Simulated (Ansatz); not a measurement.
ZnCu2SnSe4 (kesterite type, space group I-4)

```
ZnCu2SnSe4
1.0
   -2.84950     2.84950     5.69111
    2.84950    -2.84950     5.69111
    2.84950     2.84950    -5.69111
Cu Zn Sn Se
2 1 1 4
Cartesian
  0.00000   0.00000   0.00000
  0.00000   2.84950   2.84556
  2.84950   0.00000   2.84556
  0.00000   0.00000   5.69111
  1.47636   1.52071   4.21246
  1.37314   1.32879  -1.47866
  1.52071  -1.47636   7.16977
  1.32879   4.32586   1.47866
```

Equation-of-state scan: isotropic scaling of the cell above, V₀ being its volume. The atoms relax within the cell's symmetry.

Method: r2SCAN (plane waves to 500 eV, PAW, scalar-relativistic; Ansatz, a program for electronic structure). k mesh 8×8×8 (Γ-centred), Fermi-Dirac smearing 0.05 eV. Energies are smeared free energies. With the shape held, the modulus is that of even scaling; a crystal free to change shape is softer. The PAW data are Ansatz's earlier set. ZnCu2SnSe4 is run without spin polarisation. ZnCu2SnSe4 was relaxed with its symmetry unable to fall. The zero of ΔE is the relaxed starting cell.

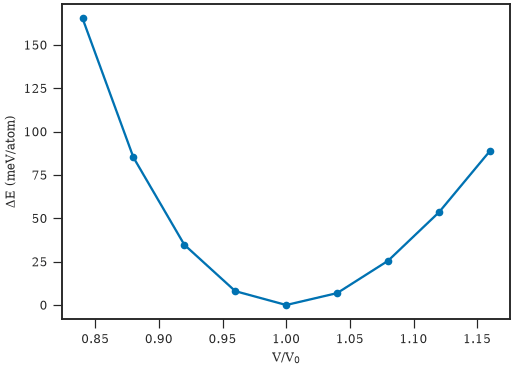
Fig. 1. ΔE (meV/atom) against V/V₀; computed points joined by lines.

Problem. What is ΔE at V/V₀ = 1.160?

Solution. About 89 meV/atom.

Problem. What is ΔE at V/V₀ = 0.840?

Solution. About 170 meV/atom.

Problem. What bulk modulus at fixed cell shape B₀ follows from a third-order Birch-Murnaghan fit?

Solution. About 64 GPa.

(Under strain, the slope of the energy per volume gives the stress and its curvature an elastic modulus.)
